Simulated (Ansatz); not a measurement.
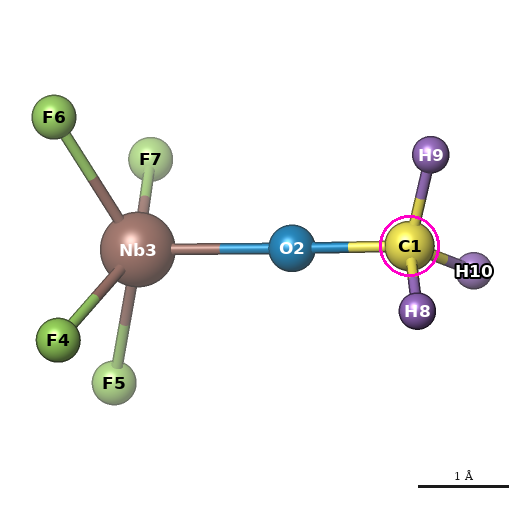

Orthographic view. Depth is shown by fading: the farther an atom, the more it takes the colour of the background. Charge 0, singlet. The computed structure is the end point of a PBE-D4/def2-SVP optimisation. No frequency run is at hand to confirm it as a minimum.

Name the neighbours of the circled atom.

The circled atom is C1; it is bonded to O2, H8, H9, H10.

What is the shortest path along bonds from the circled atom to F5?

C1–O2–Nb3–F5, 3 bonds; through space the two are 4.27 Å apart.

Which atom is farthest from the viewer?

F7, 2.1 Å behind the mean position.

Which atom is nearest the viewer?

H8, 1.5 Å in front of the mean position.
